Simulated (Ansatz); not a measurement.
The parent structure is CdSe in the wurtzite structure (space group P6_3mc, No. 186; a = 4.383 Å, c = 7.154 Å). Axes: x lies along a and z along c of the hexagonal cell.

Now apply this change: uniaxial stress, 2 GPa compression along z; all other stress components relax to zero.

Computed with Ansatz (a first-principles code), PBE, PAW, cutoff 420 eV, no SOC.

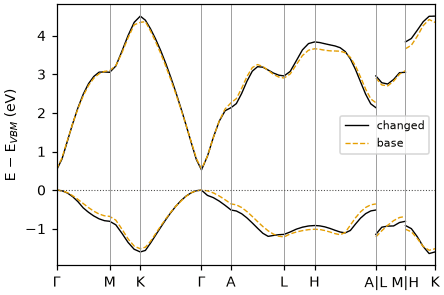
Highest valence and lowest conduction band along the path, each from its own valence-band maximum

### Question
Read the changed gap and its character from the plot.

### Answer
About 0.5 eV, direct at Γ.

Load acts through the strain it causes; cell and atoms are relaxed under it. Stability under load was not tested beyond the relaxation.
